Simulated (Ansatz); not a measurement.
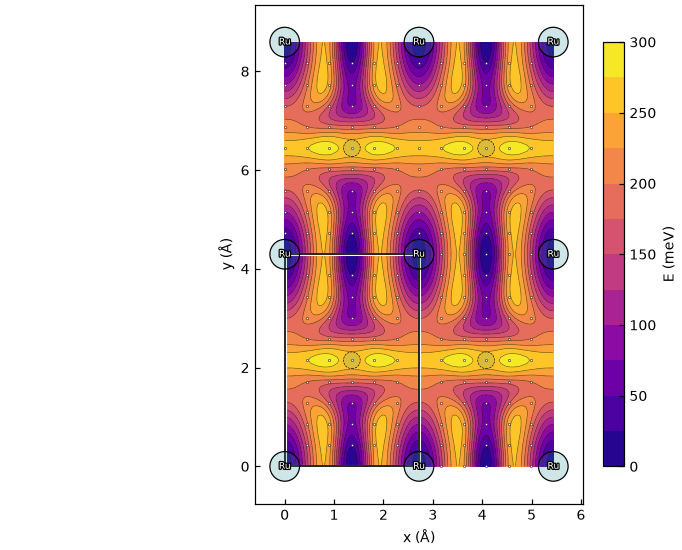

Cl on a Ru(100) slab cut from the P6_3/mmc phase, its upper half relaxed before the scan (6 atoms of substrate and one adsorbate in a 1 × 1 cell). 
- Cl is moved over the surface cell; relaxed at each place: the height of the adsorbate's atoms; substrate rigid; the origin of the map has the adsorbate above Ru6.
- Places are given modulo a cell vector. The map is drawn in real space over the plane of the surface.
- Grid: 6 × 10 points; 24 points were computed and 36 follow by symmetry.
- All energies are given in meV relative to the lowest grid point.
- With one adsorbate in each 1 × 1 cell, its nearest image is 2.7 Å away, so neighbouring adsorbates interact.
- The calculation used DFT PBE, scalar-relativistic, plane waves, PAW (Ansatz 0.2.0). Settings: cutoff 420 eV, k-mesh 10×6×1, gaussian smearing 0.1 eV, no spin polarisation.

Drawn: filled contours, dots at the grid points, labelled circles for the atoms of the top layer and small ones for the second layer, the outline of one cell of the 2 × 2 shown. Between grid points the surface is interpolated.

The lowest grid point is at a bridge site between two Ru atoms, over a third-layer Ru atom, (3/6, 0/10) of the cell vectors. A higher local minimum lies near the top site over a surface Ru atom, (0/6, 0/10) of the cell vectors (10 meV above the lowest at that grid point). The highest grid point, (2/6, 5/10) of the cell vectors [nearest 1 Ru at 2.37 Å], lies 287 meV above the lowest. At the lowest point the adsorbate has 2 Ru at 2.42 Å as nearest neighbours, at the highest 1 Ru at 2.37 Å. Its relaxed height above the top atom is 2.00 Å at the lowest and 1.68 Å at the highest point.

Cl is replaced by F; all else is set up alike. With one adsorbate in each 1 × 1 cell, its nearest image is 2.7 Å away, so neighbouring adsorbates interact. The runs have no spin polarisation; a magnetic state may lie lower.

Question: What does this change do to the map?

Answer: The minimum (interpolated where it lies between grid points) moves from a bridge site between two Ru atoms, over a third-layer Ru atom, (3/6, 0/10) of the cell vectors to the top site over a surface Ru atom, (0/6, 0/10) of the cell vectors. The highest place moves from (2/6, 5/10) of the cell vectors [nearest 1 Ru at 2.37 Å] to the trough between two rows of top atoms, (0/6, 5/10) of the cell vectors. The span from the lowest to the highest grid point grows from 287 to 451 meV. Higher wells of the new map: a bridge site between two Ru atoms, over a third-layer Ru atom, (3/6, 0/10) of the cell vectors, 33 meV up (that grid point lay 0 meV up before). In the new map: at the lowest point the adsorbate has 1 Ru at 1.87 Å as nearest neighbours, at the highest 2 Ru at 2.34 Å. Its relaxed height above the top atom is 1.87 Å at the lowest and 1.25 Å at the highest point.

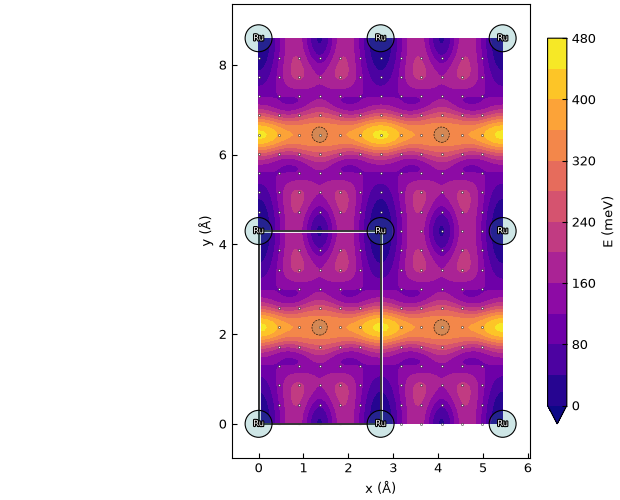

The map after the change, on a colour scale of its own. Drawn: filled contours, dots at the grid points, labelled circles for the atoms of the top layer and small ones for the second layer, the outline of one cell of the 2 × 2 shown. Between grid points the surface is interpolated.

PAW datasets: the set soft_1.
